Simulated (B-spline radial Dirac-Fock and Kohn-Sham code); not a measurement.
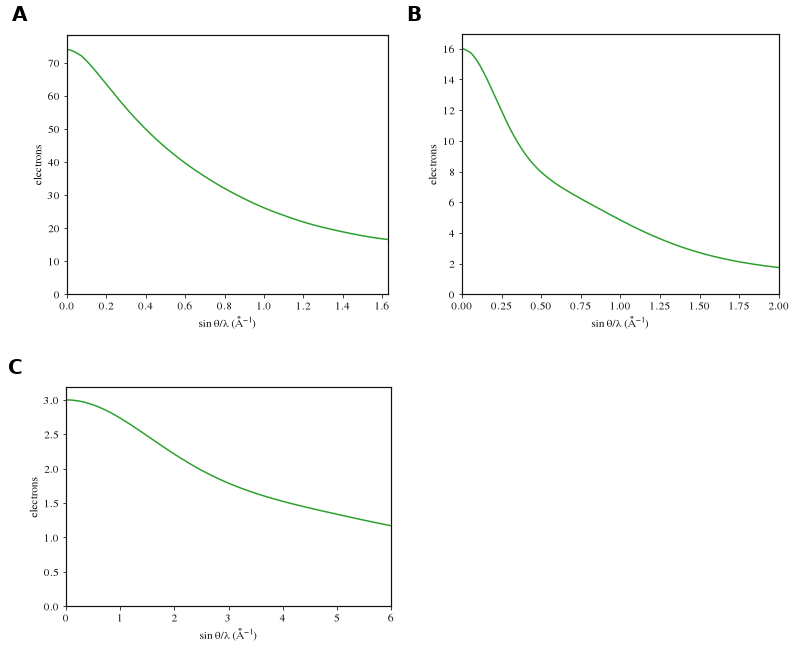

The panels show the same kind of result for Br³²⁺, K³⁺ and Re⁺, in another order; all are free and in their ground configurations. The X-ray form factor f against sin θ/λ. (Panels may differ in axes and broadening.) Method: the spherical Dirac–Fock density (average of configuration) (computed with a radial B-spline solver).

Match the panels to the species.

Answer. A is Re⁺ (f(0) = 74); B is K³⁺ (f(0) = 16); C is Br³²⁺ (f(0) = 3).
